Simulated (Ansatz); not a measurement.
## Preparing Si3N4 (P6_3/m) as a host crystal

Aim: the runs on the perfect crystal Si3N4 (P6_3/m) that a defect calculation needs first.

Main program and level: Ansatz 0.2.0; plane-wave PAW DFT, PBEsol; relaxation of the defect-free supercell from random displacements, a test of the host's stability; PAW set soft_1.

### 1. The starting structure

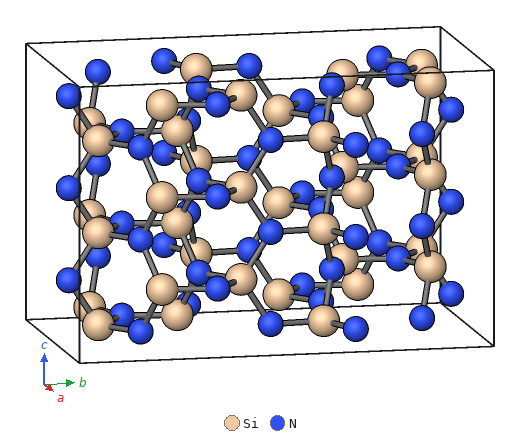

The cell as given, slightly off an axis (silicon light orange, nitrogen blue). Some periodic images of atoms are drawn too.

The cell holds 84 atoms: 36 Si and 48 N. Cell: a = 7.624 Å, b = 13.206 Å, c = 8.731 Å, α = 90.0°, β = 90.0°, γ = 90.0°.

Coordinates:

```xyz
84
Lattice="7.6245 0.0000 0.0000 0.0000 13.2059 0.0000 0.0000 0.0000 8.7308" Properties=species:S:1:pos:R:3 pbc="T T T"
Si    2.4354   12.0574    2.1827
Si    6.2476    5.4544    2.1827
Si    2.2124    1.5348    0.7276
Si    6.0246    8.1378    0.7276
Si    0.2230   10.5226    0.7276
Si    4.0352    3.9196    0.7276
Si    3.5892    9.2864    2.1827
Si    7.4014    2.6834    2.1827
Si    1.5999    5.0681    2.1827
Si    5.4121   11.6711    2.1827
Si    1.3768    7.7515    0.7276
Si    5.1891    1.1485    0.7276
N     0.0000    4.4020    2.1827
N     3.8122   11.0050    2.1827
N     0.0000    8.8040    0.7276
N     3.8122    2.2010    0.7276
N     1.0323   11.0269    2.1827
N     4.8445    4.4239    2.1827
N     2.4032   13.0104    0.7276
N     6.2155    6.4074    0.7276
N     2.4413    4.6195    0.7276
N     6.2535   11.2225    0.7276
N     1.3710    1.9835    2.1827
N     5.1832    8.5865    2.1827
N     2.7800    8.7820    0.7276
N     6.5922    2.1790    0.7276
N     1.4090    6.7985    2.1827
N     5.2212    0.1956    2.1827
Si    2.4354   12.0574    5.0929
Si    6.2476    5.4544    5.0929
Si    2.2124    1.5348    3.6378
Si    6.0246    8.1378    3.6378
Si    0.2230   10.5226    3.6378
Si    4.0352    3.9196    3.6378
Si    3.5892    9.2864    5.0929
Si    7.4014    2.6834    5.0929
Si    1.5999    5.0681    5.0929
Si    5.4121   11.6711    5.0929
Si    1.3768    7.7515    3.6378
Si    5.1891    1.1485    3.6378
N     0.0000    4.4020    5.0929
N     3.8122   11.0050    5.0929
N     0.0000    8.8040    3.6378
N     3.8122    2.2010    3.6378
N     1.0323   11.0269    5.0929
N     4.8445    4.4239    5.0929
N     2.4032   13.0104    3.6378
N     6.2155    6.4074    3.6378
N     2.4413    4.6195    3.6378
N     6.2535   11.2225    3.6378
N     1.3710    1.9835    5.0929
N     5.1832    8.5865    5.0929
N     2.7800    8.7820    3.6378
N     6.5922    2.1790    3.6378
N     1.4090    6.7985    5.0929
N     5.2212    0.1956    5.0929
Si    2.4354   12.0574    8.0032
Si    6.2476    5.4544    8.0032
Si    2.2124    1.5348    6.5481
Si    6.0246    8.1378    6.5481
Si    0.2230   10.5226    6.5481
Si    4.0352    3.9196    6.5481
Si    3.5892    9.2864    8.0032
Si    7.4014    2.6834    8.0032
Si    1.5999    5.0681    8.0032
Si    5.4121   11.6711    8.0032
Si    1.3768    7.7515    6.5481
Si    5.1891    1.1485    6.5481
N     0.0000    4.4020    8.0032
N     3.8122   11.0050    8.0032
N     0.0000    8.8040    6.5481
N     3.8122    2.2010    6.5481
N     1.0323   11.0269    8.0032
N     4.8445    4.4239    8.0032
N     2.4032   13.0104    6.5481
N     6.2155    6.4074    6.5481
N     2.4413    4.6195    6.5481
N     6.2535   11.2225    6.5481
N     1.3710    1.9835    8.0032
N     5.1832    8.5865    8.0032
N     2.7800    8.7820    6.5481
N     6.5922    2.1790    6.5481
N     1.4090    6.7985    8.0032
N     5.2212    0.1956    8.0032
```

### 2. Defect free supercell relaxed from displaced atoms

The input displaces the atoms at random before the relaxation, so that it can leave a symmetric saddle if there is one.

pristine.rattled/input.yaml

```yaml
crystal:
  lattice:
    - [7.6244572498, 0.0, 0.0]
    - [0.0, 13.2059473368, 0.0]
    - [0.0, 0.0, 8.7307673247]
  atoms:
    - { symbol: Si, position: [0.319417526, 0.9130279547, 0.25] }
    - { symbol: Si, position: [0.819417526, 0.4130279547, 0.25] }
    - { symbol: Si, position: [0.2901668309, 0.1162227403, 0.0833333333] }
    - { symbol: Si, position: [0.7901668309, 0.6162227403, 0.0833333333] }
    - { symbol: Si, position: [0.029250695, 0.7968052144, 0.0833333333] }
    - { symbol: Si, position: [0.529250695, 0.2968052144, 0.0833333333] }
    - { symbol: Si, position: [0.470749305, 0.7031947856, 0.25] }
    - { symbol: Si, position: [0.970749305, 0.2031947856, 0.25] }
    - { symbol: Si, position: [0.2098331691, 0.3837772597, 0.25] }
    - { symbol: Si, position: [0.7098331691, 0.8837772597, 0.25] }
    - { symbol: Si, position: [0.180582474, 0.5869720453, 0.0833333333] }
    - { symbol: Si, position: [0.680582474, 0.0869720453, 0.0833333333] }
    - { symbol: "N", position: [0.0, 0.3333333333, 0.25] }
    - { symbol: "N", position: [0.5, 0.8333333333, 0.25] }
    - { symbol: "N", position: [0.0, 0.6666666667, 0.0833333333] }
    - { symbol: "N", position: [0.5, 0.1666666667, 0.0833333333] }
    - { symbol: "N", position: [0.1353885289, 0.8349955858, 0.25] }
    - { symbol: "N", position: [0.6353885289, 0.3349955858, 0.25] }
    - { symbol: "N", position: [0.3152008858, 0.9851920573, 0.0833333333] }
    - { symbol: "N", position: [0.8152008858, 0.4851920573, 0.0833333333] }
    - { symbol: "N", position: [0.3201876431, 0.3498035284, 0.0833333333] }
    - { symbol: "N", position: [0.8201876431, 0.8498035284, 0.0833333333] }
    - { symbol: "N", position: [0.1798123569, 0.1501964716, 0.25] }
    - { symbol: "N", position: [0.6798123569, 0.6501964716, 0.25] }
    - { symbol: "N", position: [0.3646114711, 0.6650044142, 0.0833333333] }
    - { symbol: "N", position: [0.8646114711, 0.1650044142, 0.0833333333] }
    - { symbol: "N", position: [0.1847991142, 0.5148079427, 0.25] }
    - { symbol: "N", position: [0.6847991142, 0.0148079427, 0.25] }
    - { symbol: Si, position: [0.319417526, 0.9130279547, 0.5833333333] }
    - { symbol: Si, position: [0.819417526, 0.4130279547, 0.5833333333] }
    - { symbol: Si, position: [0.2901668309, 0.1162227403, 0.4166666667] }
    - { symbol: Si, position: [0.7901668309, 0.6162227403, 0.4166666667] }
    - { symbol: Si, position: [0.029250695, 0.7968052144, 0.4166666667] }
    - { symbol: Si, position: [0.529250695, 0.2968052144, 0.4166666667] }
    - { symbol: Si, position: [0.470749305, 0.7031947856, 0.5833333333] }
    - { symbol: Si, position: [0.970749305, 0.2031947856, 0.5833333333] }
    - { symbol: Si, position: [0.2098331691, 0.3837772597, 0.5833333333] }
    - { symbol: Si, position: [0.7098331691, 0.8837772597, 0.5833333333] }
    - { symbol: Si, position: [0.180582474, 0.5869720453, 0.4166666667] }
    - { symbol: Si, position: [0.680582474, 0.0869720453, 0.4166666667] }
    - { symbol: "N", position: [0.0, 0.3333333333, 0.5833333333] }
    - { symbol: "N", position: [0.5, 0.8333333333, 0.5833333333] }
    - { symbol: "N", position: [0.0, 0.6666666667, 0.4166666667] }
    - { symbol: "N", position: [0.5, 0.1666666667, 0.4166666667] }
    - { symbol: "N", position: [0.1353885289, 0.8349955858, 0.5833333333] }
    - { symbol: "N", position: [0.6353885289, 0.3349955858, 0.5833333333] }
    - { symbol: "N", position: [0.3152008858, 0.9851920573, 0.4166666667] }
    - { symbol: "N", position: [0.8152008858, 0.4851920573, 0.4166666667] }
    - { symbol: "N", position: [0.3201876431, 0.3498035284, 0.4166666667] }
    - { symbol: "N", position: [0.8201876431, 0.8498035284, 0.4166666667] }
    - { symbol: "N", position: [0.1798123569, 0.1501964716, 0.5833333333] }
    - { symbol: "N", position: [0.6798123569, 0.6501964716, 0.5833333333] }
    - { symbol: "N", position: [0.3646114711, 0.6650044142, 0.4166666667] }
    - { symbol: "N", position: [0.8646114711, 0.1650044142, 0.4166666667] }
    - { symbol: "N", position: [0.1847991142, 0.5148079427, 0.5833333333] }
    - { symbol: "N", position: [0.6847991142, 0.0148079427, 0.5833333333] }
    - { symbol: Si, position: [0.319417526, 0.9130279547, 0.9166666667] }
    - { symbol: Si, position: [0.819417526, 0.4130279547, 0.9166666667] }
    - { symbol: Si, position: [0.2901668309, 0.1162227403, 0.75] }
    - { symbol: Si, position: [0.7901668309, 0.6162227403, 0.75] }
    - { symbol: Si, position: [0.029250695, 0.7968052144, 0.75] }
    - { symbol: Si, position: [0.529250695, 0.2968052144, 0.75] }
    - { symbol: Si, position: [0.470749305, 0.7031947856, 0.9166666667] }
    - { symbol: Si, position: [0.970749305, 0.2031947856, 0.9166666667] }
    - { symbol: Si, position: [0.2098331691, 0.3837772597, 0.9166666667] }
    - { symbol: Si, position: [0.7098331691, 0.8837772597, 0.9166666667] }
    - { symbol: Si, position: [0.180582474, 0.5869720453, 0.75] }
    - { symbol: Si, position: [0.680582474, 0.0869720453, 0.75] }
    - { symbol: "N", position: [0.0, 0.3333333333, 0.9166666667] }
    - { symbol: "N", position: [0.5, 0.8333333333, 0.9166666667] }
    - { symbol: "N", position: [0.0, 0.6666666667, 0.75] }
    - { symbol: "N", position: [0.5, 0.1666666667, 0.75] }
    - { symbol: "N", position: [0.1353885289, 0.8349955858, 0.9166666667] }
    - { symbol: "N", position: [0.6353885289, 0.3349955858, 0.9166666667] }
    - { symbol: "N", position: [0.3152008858, 0.9851920573, 0.75] }
    - { symbol: "N", position: [0.8152008858, 0.4851920573, 0.75] }
    - { symbol: "N", position: [0.3201876431, 0.3498035284, 0.75] }
    - { symbol: "N", position: [0.8201876431, 0.8498035284, 0.75] }
    - { symbol: "N", position: [0.1798123569, 0.1501964716, 0.9166666667] }
    - { symbol: "N", position: [0.6798123569, 0.6501964716, 0.9166666667] }
    - { symbol: "N", position: [0.3646114711, 0.6650044142, 0.75] }
    - { symbol: "N", position: [0.8646114711, 0.1650044142, 0.75] }
    - { symbol: "N", position: [0.1847991142, 0.5148079427, 0.9166666667] }
    - { symbol: "N", position: [0.6847991142, 0.0148079427, 0.9166666667] }
basis:
  ecutwfc: 420
  xc_grid: 2
hamiltonian:
  xc: pbesol
  pseudopotentials: { kind: paw, azcp: { folder: soft_1 }, xc_functional: pbe }
kpoints:
  mp_grid: { grid: [1, 1, 1], shift: [0.25, 0.25, 0.25] }
scf:
  occupations: { method: fermi_dirac, width: 0.01 }
  max_iter: 80
output:
  forces: true
relax:
  f_tol: 0.01
  max_steps: 120
  random_displacement: { amplitude: 0.08, seed: 1225 }
checkpoint:
  write: "../pristine.rattled.run"
  compress: false
  write_wavefunctions: false
  write_every: 100000
```

Command:

```
> ansatz run input.yaml --threads 4 --pin off --max-ram 7536MiB --backend cpu --events-out ev --progress --plain --runs-dir out
```

Numbers of over 12 decimals in the logs are rounded to 6 here.

What it wrote:

```text
[... repeated set-up lines and file paths are left out, and long positions are rounded to six places ...]
Engine: ansatz 0.2.0, aarch64-unknown-linux-gnu
Pseudopotentials: kind: paw
Pseudopotential: Si, paw, valence charge 4, recommended cutoff 420 eV (normal), soft_1/Si.paw.azcp
Pseudopotential: N, paw, valence charge 5, recommended cutoff 420 eV (normal), soft_1/N.paw.azcp
Functional definition: PBEsol
  exchange = pbesol_x
  correlation = pbesol_c
Crystal: 84 atoms, lattice volume = 879.085 Å³
Basis set: ecut = 420 eV, 17253 PW (Γ), exchange–correlation on 108×180×120 points (8 copies of the dense FFT grid, shifted against one another)
Bands: 276, of which v1, the nominal top of the filled ones, is band 192 counted from 1 (191 counted from 0)
Symmetry: 1 space group operations
k-points: 1
Non-local potential: Si, projectors of the file, l = 0: 2, l = 1: 2, l = 2: 1
Non-local potential: N, projectors of the file, l = 0: 2, l = 1: 2, l = 2: 1
PAW form: soft (Blöchl's): semilocal exchange-correlation on the pseudo side does not see the compensation charge
PAW frozen core: Si, regenerated for the run's functional, and the local potential with it (the file was generated under x = pbe(κ = 0.804, μ = 0.219515), c = pbe(β = 0.066725))
PAW frozen core: N, regenerated for the run's functional, and the local potential with it (the file was generated under x = pbe(κ = 0.804, μ = 0.219515), c = pbe(β = 0.066725))
PAW one-centre angular grid: Si, 110 points (default); XC on 64 Gauss nodes
PAW one-centre angular grid: N, 110 points (default); XC on 64 Gauss nodes
Initial density: superposition of atomic densities (chi_scale 0.1, normalization cell, long waves kept (reshape's long-wave potential 0.05 eV rms))
Initial wavefunctions: pseudopotential atomic-orbital guess
Functional: x = pbesol(κ = 0.804, μ = 0.123457), c = pbesol(β = 0.046)
SCF iter   1: F=—  HF=-40700.615909 eV  |F-HF|=—  |Δ(HF+E_count)|=         —  Δρ=1.50e-1  dr2=2.07e2  ethr=3.10e-3  ⟨swp⟩=6.0  Hψ=1254  notcnv=0  defer=36
preconditioner: auto → Resta (q_TF=auto, 2.377 Å⁻¹)  ε∞=3.6  [insulator: Δε(μ)=6.237 eV  Ē_g=15.280 eV  σ=0.010 eV  W_gap=1.00  n_scr=198 (ndim 8)  ℏωp=24.5 eV  f_vac=0.010  D(μ)=0.00/eV (n_scr^D=0)  ε∞_Penn≈3.6]
SCF iter   2: F=—  HF=-40637.751976 eV  |F-HF|=—  |Δ(HF+E_count)|=    6.29e1  Δρ=4.90e-2  dr2=1.20e1  ethr=3.10e-3  ⟨swp⟩=4.0  Hψ=792  notcnv=0  defer=75
SCF iter   3: F=—  HF=-40635.452988 eV  |F-HF|=—  |Δ(HF+E_count)|=    2.30e0  Δρ=2.43e-2  dr2=2.81e0  ethr=3.10e-3  ⟨swp⟩=1.0  Hψ=201  notcnv=0  defer=75
SCF iter   4: F=—  HF=-40635.019679 eV  |F-HF|=—  |Δ(HF+E_count)|=   4.33e-1  Δρ=2.11e-3  dr2=4.46e-2  ethr=7.33e-4  ⟨swp⟩=4.0  Hψ=407  notcnv=0  defer=75
SCF iter   5: F=—  HF=-40635.044292 eV  |F-HF|=—  |Δ(HF+E_count)|=   2.46e-2  Δρ=5.33e-4  dr2=4.07e-3  ethr=1.16e-5  ⟨swp⟩=4.0  Hψ=342  notcnv=0  defer=75
SCF iter   6: F=—  HF=-40635.047950 eV  |F-HF|=—  |Δ(HF+E_count)|=   3.66e-3  Δρ=1.85e-4  dr2=4.83e-4  ethr=1.06e-6  ⟨swp⟩=3.0  Hψ=357  notcnv=0  defer=75
SCF iter   7: F=—  HF=-40635.048044 eV  |F-HF|=—  |Δ(HF+E_count)|=   9.47e-5  Δρ=6.68e-5  dr2=4.86e-5  ethr=1.26e-7  ⟨swp⟩=2.0  Hψ=477  notcnv=0  defer=75
SCF iter   8: F=—  HF=-40635.048113 eV  |F-HF|=—  |Δ(HF+E_count)|=   6.83e-5  Δρ=1.72e-5  dr2=3.16e-6  ethr=1.27e-8  ⟨swp⟩=2.0  Hψ=393  notcnv=0  defer=75
SCF iter   9: F=-40635.048118 eV  HF=-40635.048118 eV  |F-HF|=3.17e-8  |Δ(HF+E_count)|=   5.46e-6  Δρ=4.98e-6  dr2=1.97e-7  ethr=6.51e-10  ⟨swp⟩=4.0  Hψ=812  notcnv=0
SCF 1 converged in 9 iterations: F = -40635.048118 eV  dr2 = 1.97e-7
[...]
relax step   1: F+E_penalty+E_count = -40635.04811808 eV  Δ(F+E_penalty+E_count) = +0.000e0 eV  max|allowed force component| = 5.033e0 eV/Å  Δτ_max = 0.0000 Å  (9 SCF iters, dr2 threshold 2.50e-6 eV, accepted)
[...]
Free energy (F): -40642.953142 eV
Harris-Foulkes:  -40642.953142 eV  (|F-HF|=1.91e-8)
Internal energy: -40642.953142 eV  (E = F + TS)
E sigma→0 (E₀):  -40642.953142 eV
Fermi energy:    10.278990 eV
--- Per-component energies (eV) ---
  E_band       = 320.071466
  E_kinetic    = 7966.999340
  E_local      = -12164.476087  (includes V_loc(G=0)·N_el)
  E_nonlocal   = 2447.134309
  E_hartree    = 4278.453461
  E_xc         = -4916.027015
  E_vxc        = -5421.202970  (∫ρ·V_xc dr)
  E_paw        = -23863.322621  (= ΣΔE_a)
  E_vpaw       = -1065.334803  (= ΣTr[D̂ρ^β])
  E_aug_tail   = 0.043016  (compensation charges beyond the density's cutoff)
  E_ewald      = -14394.242473
  E_core_change = 2.484928  (= ΣΔE_core)
  E_smearing   = -0.000000  (= −TS)
  E_closure    = -0.000000  (closes the sum)
  Σ components = -40642.953142   (vs F -40642.953142, Δ=0.00e0)
--- Forces (eV/Å), atoms counted from 1 ---
  atom   1  Si     0.00266895    -0.00074346    -0.00139408
  atom   2  Si     0.00325833     0.00041796    -0.00199925
  atom   3  Si    -0.00205890    -0.00087579     0.00210173
  atom   4  Si    -0.00311757    -0.00268999     0.00265697
  atom   5  Si     0.00093327    -0.00167856     0.00220292
  atom   6  Si     0.00097907    -0.00172562    -0.00040079
  atom   7  Si    -0.00174404     0.00191495    -0.00253400
  atom   8  Si    -0.00212989     0.00222150    -0.00063459
  atom   9  Si     0.00256135     0.00256510    -0.00078382
  atom  10  Si     0.00158624     0.00099721    -0.00169416
  atom  11  Si    -0.00310894    -0.00025724    -0.00009032
  atom  12  Si    -0.00022694    -0.00105214     0.00020121
  atom  13  N     -0.00674362    -0.00148508     0.00160892
  atom  14  N     -0.00680012    -0.00042187     0.00166583
[...]
atom  80  N      0.00163448    -0.00026583    -0.00187792
  atom  81  N     -0.00115228    -0.00200076     0.00246927
  atom  82  N      0.00102095    -0.00011241     0.00148444
  atom  83  N     -0.00074204     0.00114728    -0.00235200
  atom  84  N      0.00137558     0.00016326     0.00206327
  max |Σ_I F_I| component: 4.23e-5 eV/Å
--- Relaxed structure (5 steps of the walk, 5 accepted, 0 SCFs on fresh bases) ---
  F+E_penalty+E_count = -40642.95314178 eV   max|allowed force component| = 6.801e-3 eV/Å
  atoms:
    - { symbol: Si, position: [0.319382, 0.912818, 0.250034] }
    - { symbol: Si, position: [0.819312, 0.412818, 0.250028] }
    - { symbol: Si, position: [0.290069, 0.116006, 0.083387] }
    - { symbol: Si, position: [0.790147, 0.616028, 0.083380] }
    - { symbol: Si, position: [0.029300, 0.796549, 0.083364] }
    - { symbol: Si, position: [0.529212, 0.296543, 0.083386] }
    - { symbol: Si, position: [0.470756, 0.703003, 0.250009] }
    - { symbol: Si, position: [0.970678, 0.202993, 0.249994] }
    - { symbol: Si, position: [0.209817, 0.383522, 0.249980] }
    - { symbol: Si, position: [0.709896, 0.883533, 0.249991] }
    - { symbol: Si, position: [0.180651, 0.586723, 0.083359] }
    - { symbol: Si, position: [0.680555, 0.086720, 0.083350] }
    - { symbol: N, position: [-6.652709145201814e-5, 0.333151, 0.249962] }
    - { symbol: N, position: [0.500011, 0.833155, 0.249982] }
    - { symbol: N, position: [3.8200948376390034e-5, 0.666396, 0.083371] }
    - { symbol: N, position: [0.499959, 0.166390, 0.083409] }
    - { symbol: N, position: [0.135455, 0.834713, 0.250043] }
    - { symbol: N, position: [0.635373, 0.334723, 0.250052] }
    - { symbol: N, position: [0.315056, 0.984986, 0.083369] }
    - { symbol: N, position: [0.815001, 0.484997, 0.083376] }
    - { symbol: N, position: [0.320143, 0.349505, 0.083346] }
    - { symbol: N, position: [0.820247, 0.849539, 0.083350] }
    - { symbol: N, position: [0.179733, 0.150007, 0.250033] }
    - { symbol: N, position: [0.679835, 0.650054, 0.250024] }
    - { symbol: N, position: [0.364600, 0.664805, 0.083339] }
    - { symbol: N, position: [0.864503, 0.164810, 0.083328] }
[...]
- { symbol: Si, position: [0.319378, 0.912808, 0.583374] }
    - { symbol: Si, position: [0.819288, 0.412824, 0.583361] }
[...]
- { symbol: Si, position: [0.970659, 0.203002, 0.916672] }
    - { symbol: Si, position: [0.209823, 0.383526, 0.916655] }
    - { symbol: Si, position: [0.709890, 0.883533, 0.916664] }
    - { symbol: Si, position: [0.180651, 0.586713, 0.750015] }
    - { symbol: Si, position: [0.680572, 0.086716, 0.750013] }
[...]
- { symbol: N, position: [0.679814, 0.650047, 0.916697] }
    - { symbol: N, position: [0.364593, 0.664804, 0.749997] }
    - { symbol: N, position: [0.864495, 0.164814, 0.749999] }
    - { symbol: N, position: [0.184949, 0.514549, 0.916683] }
    - { symbol: N, position: [0.684863, 0.014551, 0.916661] }
[key lines of the parts left out:]
SCF converged after 3 iterations
```

The job ended after 1.8 min (4 threads of Arm Neoverse N1, shared host; peak memory 1.5 GiB; 5.8 min of CPU time).

The steps of the relaxation:

```
step  energy less that of the first step (eV)  largest force component (eV/Å)
   1                                   0.0000                          5.0328
   2                                  -4.9902                          2.8655
   3                                  -7.9014                          0.0694
   4                                  -7.9050                          0.0068
   5                                  -7.9050                          0.0068
```

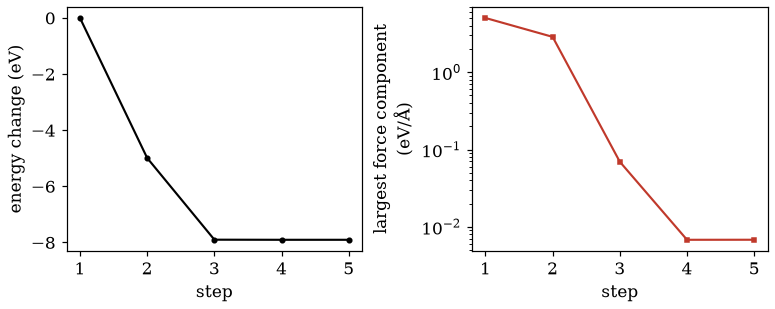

Energy and largest force along the relaxation.

The relaxation ends 94 meV an atom lower than the displaced start, with a largest force component of 0.0068 eV/Å.

### 3. What came out

| Item | Value |
| --- | --- |
| symmetric supercell less the displaced and relaxed one | 0.000 eV |

**Reading.** The energy fell by 7.905 eV from the randomly displaced start; the atoms end within 0.005 Å of the sites as typed, once the mean shift is taken out. The displaced cell ends within 0.01 eV of the symmetric one, so no lower structure shows in this supercell. All at zero temperature.

[Logs are printed without paths, hosts, clocks, repeated set-up lines and the standing remarks that a program may print on its own settings, such as how far it seeks lower states.]

[Hosts, paths, dates, database ids (printed as entryN), source tags and the programs' standing remarks are cut or masked in the printed files.]

[Runs of the host that timed out are not shown.]

[For some hosts the program warned that the k-mesh of the response run may be too coarse for force constants and the static dielectric constant; such warnings are not always shown.]
